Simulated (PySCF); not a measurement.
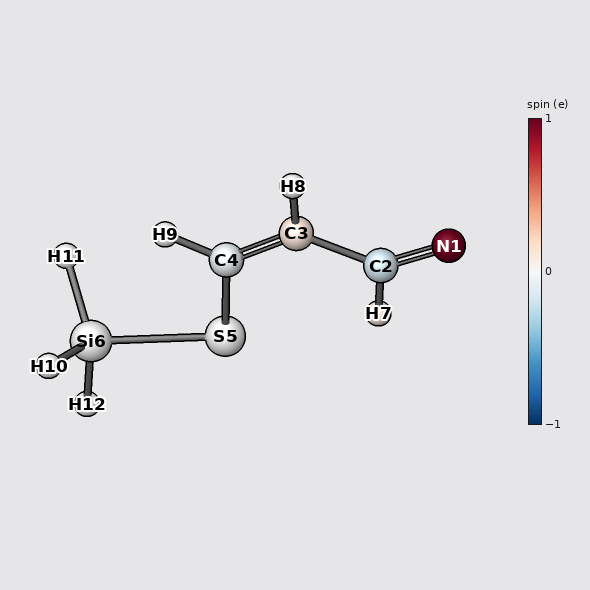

Atoms are coloured by their Mulliken spin populations. State: neutral, doublet. Computed geometry: GFN2-xTB optimisation. No frequency run is at hand to confirm it as a minimum. Level of theory: UKS B3LYP, pcH-1 on C H N S Si, non-relativistic (PySCF 2.14.0).

Give the Mulliken spin populations atom by atom.

```json
{"atom": "N1", "value (e)": "0.98"}
{"atom": "C2", "value (e)": "−0.17"}
{"atom": "C3", "value (e)": "0.12"}
{"atom": "C4", "value (e)": "−0.05"}
{"atom": "S5", "value (e)": "0.00"}
{"atom": "Si6", "value (e)": "0.00"}
{"atom": "H7", "value (e)": "0.12"}
{"atom": "H8", "value (e)": "0.00"}
{"atom": "H9", "value (e)": "0.01"}
{"atom": "H10", "value (e)": "0.00"}
{"atom": "H11", "value (e)": "0.00"}
{"atom": "H12", "value (e)": "0.00"}
```

Mulliken values depend strongly on the basis set. The geometry is semi-empirical. Around Si such bond lengths and angles can be off by a tenth of an ångström or more and by several degrees, and values that hang on the shape move with them.
